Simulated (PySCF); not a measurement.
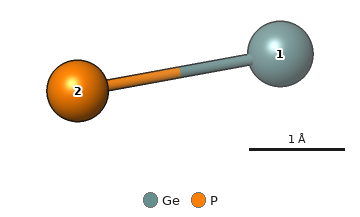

The structure (ball-and-stick view, seen at a tilt; atoms are numbered from 1 in the order of the input). Sticks mark near contacts. Bond lengths as drawn: Ge–P 2.34 Å.

## Single-point calculation of GeP

GeP, multiplicity 2, computed with UHF/lanl2dz (PySCF 2.14.0).

Some settings of this run were made unusual or wrong on purpose.

The input:
```python
from pyscf import gto, scf

mol = gto.M(
    atom='Ge 0 0 0; P 0 0 2.336',
    basis='lanl2dz',
    ecp={'Ge': 'lanl2dz', 'P': 'lanl2dz'},
    charge=0,
    spin=1,
    verbose=4,
)
mf = scf.UHF(mol)
mf = mf.density_fit(auxbasis='def2-universal-jkfit')
mf.init_guess = 'random'
mf.kernel()
mf.dip_moment()
print('orbital energies (hartree):', [e[max(0, n-3):n+3].round(4) for e, n in zip(mf.mo_energy, mol.nelec)])
```

Machine: 1 CPU thread, shared host.

Command:
```bash
OMP_NUM_THREADS=1 python input.py
```

The program's output:
```
PySCF version 2.14.0

[INPUT] verbose = 4
[INPUT] num. atoms = 2
[INPUT] num. electrons = 9
[INPUT] charge = 0
[INPUT] spin (= nelec alpha-beta = 2S) = 1
[INPUT] symmetry False subgroup None
[INPUT] Mole.unit = angstrom
[INPUT] Symbol           X                Y                Z      unit          X                Y                Z       unit  Magmom
[INPUT]  1 Ge     0.000000000000   0.000000000000   0.000000000000 AA    0.000000000000   0.000000000000   0.000000000000 Bohr   0.0
[INPUT]  2 P      0.000000000000   0.000000000000   2.336000000000 AA    0.000000000000   0.000000000000   4.414400226984 Bohr   0.0

nuclear repulsion = 4.53062680582192
number of shells = 8
number of NR pGTOs = 24
number of NR cGTOs = 16
basis = lanl2dz
ecp = {'Ge': 'lanl2dz', 'P': 'lanl2dz'}

******** <class 'pyscf.df.df_jk.DFUHF'> ********
method = DFUHF
initial guess = random
damping factor = 0
level_shift factor = 0
DIIS = <class 'pyscf.scf.diis.CDIIS'>
diis_start_cycle = 1
diis_space = 8
diis_damp = 0
SCF conv_tol = 1e-09
SCF conv_tol_grad = None
SCF max_cycles = 50
direct_scf = False
number electrons alpha = 5  beta = 4
Set gradient conv threshold to 3.16228e-05
******** <class 'pyscf.df.df.DF'> ********
auxbasis = def2-universal-jkfit
init E= 3.95879311313691
  alpha nocc = 5  HOMO = 0.0159117831023877  LUMO = 0.118868471243282

WARN: beta  nocc = 4  HOMO 0.0159117831023873 >= LUMO 0.0159117831023877

WARN: HOMO 0.0159117831023877 >= LUMO 0.0159117831023877

cycle= 1 E= -9.85326489328462  delta_E= -13.8  |g|= 0.323  |ddm|= 2.73
  alpha nocc = 5  HOMO = -0.332887734084755  LUMO = -0.0193415311050285
  beta  nocc = 4  HOMO = -0.318814900054196  LUMO = -0.0713666234487845
  HOMO = -0.318814900054  LUMO = -0.0713666234488  gap/eV = 6.73341
cycle= 2 E= -9.89503941644221  delta_E= -0.0418  |g|= 0.0292  |ddm|= 0.403
  alpha nocc = 5  HOMO = -0.307173576626412  LUMO = 0.00875295263578402
  beta  nocc = 4  HOMO = -0.29075879942088  LUMO = -0.0388330182313872
  HOMO = -0.290758799421  LUMO = -0.0388330182314  gap/eV = 6.85525
cycle= 3 E= -9.89662700496756  delta_E= -0.00159  |g|= 0.0127  |ddm|= 0.065
  alpha nocc = 5  HOMO = -0.308754834112672  LUMO = 0.00912126898704502
  beta  nocc = 4  HOMO = -0.289374877248143  LUMO = -0.0395602259779417
  HOMO = -0.289374877248  LUMO = -0.0395602259779  gap/eV = 6.79780
cycle= 4 E= -9.89759451878481  delta_E= -0.000968  |g|= 0.0115  |ddm|= 0.0419
  alpha nocc = 5  HOMO = -0.309176132775725  LUMO = 0.00915501142129427
  beta  nocc = 4  HOMO = -0.287740341324613  LUMO = -0.0401000249657446
  HOMO = -0.287740341325  LUMO = -0.0401000249657  gap/eV = 6.73864
cycle= 5 E= -9.89820588369006  delta_E= -0.000611  |g|= 0.0117  |ddm|= 0.0256
  alpha nocc = 5  HOMO = -0.309228613925522  LUMO = 0.0091559592521735
  beta  nocc = 4  HOMO = -0.287698421573137  LUMO = -0.0401085746877891
  HOMO = -0.287698421573  LUMO = -0.0401085746878  gap/eV = 6.73726
cycle= 6 E= -9.89822910911414  delta_E= -2.32e-05  |g|= 0.0117  |ddm|= 0.000932
  alpha nocc = 5  HOMO = -0.305508541087579  LUMO = 0.0110899681825374
  beta  nocc = 4  HOMO = -0.29346302359415  LUMO = -0.039645183231096
  HOMO = -0.293463023594  LUMO = -0.0396451832311  gap/eV = 6.90674
cycle= 7 E= -9.89701060539582  delta_E= 0.00122  |g|= 0.0086  |ddm|= 0.0704
  alpha nocc = 5  HOMO = -0.300724119679298  LUMO = 0.0120572697549675
  beta  nocc = 4  HOMO = -0.29797654504325  LUMO = -0.0395562072097642
  HOMO = -0.297976545043  LUMO = -0.0395562072098  gap/eV = 7.03198
cycle= 8 E= -9.89686738851377  delta_E= 0.000143  |g|= 0.00516  |ddm|= 0.0889
  alpha nocc = 5  HOMO = -0.297727837840627  LUMO = 0.0111986046033821
  beta  nocc = 4  HOMO = -0.29664038151083  LUMO = -0.0398082902804511
  HOMO = -0.296640381511  LUMO = -0.0398082902805  gap/eV = 6.98876
cycle= 9 E= -9.89718296447904  delta_E= -0.000316  |g|= 0.00295  |ddm|= 0.0439
  alpha nocc = 5  HOMO = -0.298027412381406  LUMO = 0.0121348861744422
  beta  nocc = 4  HOMO = -0.296271907011577  LUMO = -0.0402153418538921
  HOMO = -0.296271907012  LUMO = -0.0402153418539  gap/eV = 6.96765
cycle= 10 E= -9.89727178264787  delta_E= -8.88e-05  |g|= 0.000615  |ddm|= 0.0338
  alpha nocc = 5  HOMO = -0.298330771554947  LUMO = 0.0118584057659851
  beta  nocc = 4  HOMO = -0.295944053394883  LUMO = -0.0402080337861193
  HOMO = -0.295944053395  LUMO = -0.0402080337861  gap/eV = 6.95893
cycle= 11 E= -9.89727357211297  delta_E= -1.79e-06  |g|= 0.0002  |ddm|= 0.00541
  alpha nocc = 5  HOMO = -0.298003792515581  LUMO = 0.0118077731276647
  beta  nocc = 4  HOMO = -0.295775405423161  LUMO = -0.0401966780381537
  HOMO = -0.295775405423  LUMO = -0.0401966780382  gap/eV = 6.95465
cycle= 12 E= -9.89727365203487  delta_E= -7.99e-08  |g|= 0.000105  |ddm|= 0.00198
  alpha nocc = 5  HOMO = -0.298053732255532  LUMO = 0.0118396534781984
  beta  nocc = 4  HOMO = -0.295821104798913  LUMO = -0.0401965664836101
  HOMO = -0.295821104799  LUMO = -0.0401965664836  gap/eV = 6.95590
cycle= 13 E= -9.89727369138852  delta_E= -3.94e-08  |g|= 5.26e-05  |ddm|= 0.000475
  alpha nocc = 5  HOMO = -0.298110719975824  LUMO = 0.0118374924536843
  beta  nocc = 4  HOMO = -0.295822745850147  LUMO = -0.0401992413558985
  HOMO = -0.29582274585  LUMO = -0.0401992413559  gap/eV = 6.95587
cycle= 14 E= -9.89727370713084  delta_E= -1.57e-08  |g|= 2.54e-05  |ddm|= 0.0004
  alpha nocc = 5  HOMO = -0.298097925415579  LUMO = 0.0118403947616108
  beta  nocc = 4  HOMO = -0.295819205873078  LUMO = -0.0401994785088858
  HOMO = -0.295819205873  LUMO = -0.0401994785089  gap/eV = 6.95577
cycle= 15 E= -9.89727371137807  delta_E= -4.25e-09  |g|= 1.43e-05  |ddm|= 0.000311
  alpha nocc = 5  HOMO = -0.298104823610485  LUMO = 0.0118421529752626
  beta  nocc = 4  HOMO = -0.295826234464777  LUMO = -0.0402005275045025
  HOMO = -0.295826234465  LUMO = -0.0402005275045  gap/eV = 6.95593
cycle= 16 E= -9.89727371133443  delta_E= 4.36e-11  |g|= 4.28e-06  |ddm|= 0.000111
  alpha nocc = 5  HOMO = -0.298104076304144  LUMO = 0.0118427877717567
  beta  nocc = 4  HOMO = -0.295827604888467  LUMO = -0.0401998341461257
  HOMO = -0.295827604888  LUMO = -0.0401998341461  gap/eV = 6.95599
```

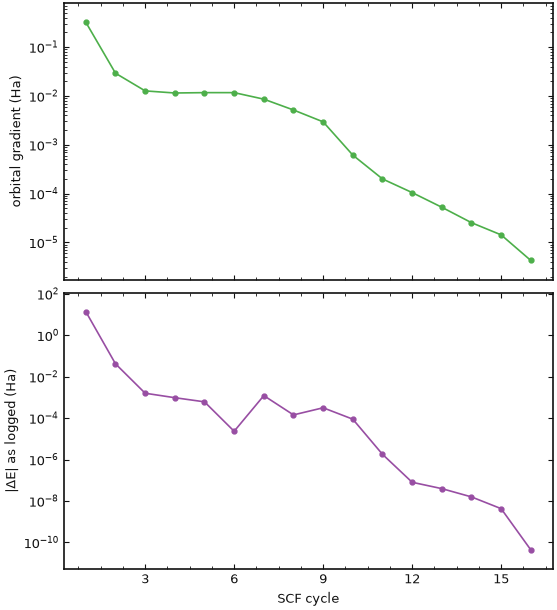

Convergence of the self-consistent field: orbital gradient and size of the energy change against the SCF cycle. The residual falls almost steadily, with no more than small rises.

```
Extra cycle  E= -9.89727371136588  delta_E= -3.15e-11  |g|= 3.06e-06  |ddm|= 1.07e-05
converged SCF energy = -9.89727371136588  <S^2> = 0.77758956  2S+1 = 2.0274018
Dipole moment(X, Y, Z, Debye):  0.00000,  0.00000, -2.65686
orbital energies (hartree): [array([-0.3537, -0.3309, -0.2981, -0.0122,  0.0006,  0.1253]), array([-0.5345, -0.318 , -0.2958, -0.0402,  0.0118,  0.0741])]
```

Outcome:

```tsv
quantity	value
outcome	converged
SCF energy	−9.897274 hartree
⟨S²⟩	0.778
dipole moment	2.66 D
```

Some settings of this run were drawn to be unusual or wrong. It converged; results that depend on the unusual settings are not reference values.
